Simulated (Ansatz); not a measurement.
## Converging the plane-wave cutoff: TiHg (P4mm, 2 atoms in the cell)

```yaml
crystal:
  lattice:
    - [3.02460, 0.00000, 0.00000]
    - [0.00000, 3.02460, 0.00000]
    - [0.00000, 0.00000, 4.11345]
  atoms:
    - { symbol: Ti, position: [0.50000, 0.50000, 0.51216], spin: 1.0 }
    - { symbol: Hg, position: [0.00000, 0.00000, 0.00000] }
```
(The spins are starting values, not results.)

Method: PBEsol, default PAW files made with PBE (plane waves; Ansatz, a quantum-chemistry and plane-wave program).

Base settings: basis.ecutwfc = 420 eV; kpoints.mp_grid.grid = 9 9 7; hamiltonian.xc = pbesol; hamiltonian.pseudopotentials = {kind: paw} (the program's default PAW files); magnetization.spin_polarized = true; scf.occupations.method = fermi_dirac; scf.occupations.width = 0.1 eV.

The second cell is the first with its lattice scaled by 0.98.

The mesh stays at the base's, so the ladder's end is converged at best in this setting alone.

The first pressure column holds Ansatz's estimate of the finite-basis (Pulay) stress, which hides part of the cutoff error; the other is without it.

Only quantities that move along the ladder and can be compared are tabulated.

The magnetic state is not the same in all runs (site moments differ, or a search went on to a lower state), so steps between rows are not convergence errors alone.

The count of work is k-points × plane waves × bands × iterations; it is no time. 

The starting cell comes from a database of computed structures (which also holds hypothetical and non-ambient phases and stackings), without a prior relaxation at this level. Its lattice was rescaled by up to half a per cent. One atom was moved a little off its site on purpose. With one magnetic atom in the cell only a parallel order is possible. In the base run, with a pressure of about -5 GPa the cell is away from its equilibrium volume at this level.

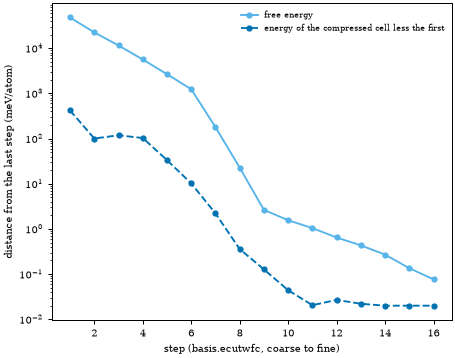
*Distance from the last step along the ladder; very small values are drawn at a floor.*

| basis.ecutwfc | free energy less the last step's (meV/atom) | energy of the compressed cell less the first (meV/atom) | pressure (GPa) | pressure without the Pulay estimate (GPa) | largest difference of a force vector from the last step's (eV/Å) | count of work / last |
|---|---|---|---|---|---|---|
| 145 eV | 47711.47 | -432.01 | -46.48 | -1216.49 | 0.050 | 0.046 |
| 170 eV | 22285.32 | -114.66 | -3.48 | -690.27 | 0.769 | 0.078 |
| 190 eV | 11473.60 | 103.46 | 9.88 | -415.73 | 0.174 | 0.091 |
| 210 eV | 5609.12 | 88.12 | 5.62 | -240.47 | 0.195 | 0.12 |
| 230 eV | 2656.76 | 18.67 | -4.33 | -135.59 | 0.195 | 0.12 |
| 250 eV | 1232.19 | -24.74 | -5.55 | -75.32 | 0.087 | 0.13 |
| 295 eV | 178.85 | -16.78 | -5.52 | -19.48 | 0.013 | 0.16 |
| 335 eV | 22.75 | -14.22 | -5.16 | -7.59 | 0.004 | 0.19 |
| 380 eV | 2.63 | -14.45 | -5.23 | -5.39 | 0.000 | 0.23 |
| 420 eV | 1.56 | -14.53 | -5.24 | -5.27 | 0.000 | 0.27 |
| 460 eV | 1.04 | -14.55 | -5.25 | -5.28 | 0.000 | 0.31 |
| 505 eV | 0.65 | -14.55 | -5.24 | -5.26 | 0.000 | 0.36 |
| 565 eV | 0.43 | -14.55 | -5.24 | -5.25 | 0.000 | 0.42 |
| 630 eV | 0.27 | -14.56 | -5.25 | -5.25 | 0.000 | 0.49 |
| 735 eV | 0.14 | -14.57 | -5.25 | -5.25 | 0.000 | 0.62 |
| 840 eV | 0.08 | -14.57 | -5.25 | -5.25 | 0.000 | 0.75 |
| 1010 eV | 0.00 | -14.57 | -5.25 | -5.25 | 0.000 | 1.0 |

Coarsest basis.ecutwfc that holds the energy of the compressed cell less the first within 0.5 meV/atom of the last step, with all finer ones: 335 eV, at 0.19 of the last step's count of work; the step before is off by 2.2 meV/atom.

Coarsest basis.ecutwfc that holds the pressure within 0.1 GPa of the last step, with all finer ones: 335 eV, at 0.19 of the last step's count of work; the step before is off by 0.27 GPa.

Coarsest basis.ecutwfc that holds the forces within 0.01 eV/Å of the last step, with all finer ones: 335 eV, at 0.19 of the last step's count of work; the step before is off by 0.013 eV/Å.

The energy difference between the two cells stays within 1 meV/atom of the last step's from 335 eV on, the total only from 505 eV on: much of the error is common to both cells and cancels.

At the lowest cutoff the pressure without the Pulay estimate lies 1210 GPa under the last step's, the usual sign of Pulay stress in an incomplete plane-wave basis.

Keys are those of Ansatz 0.2.
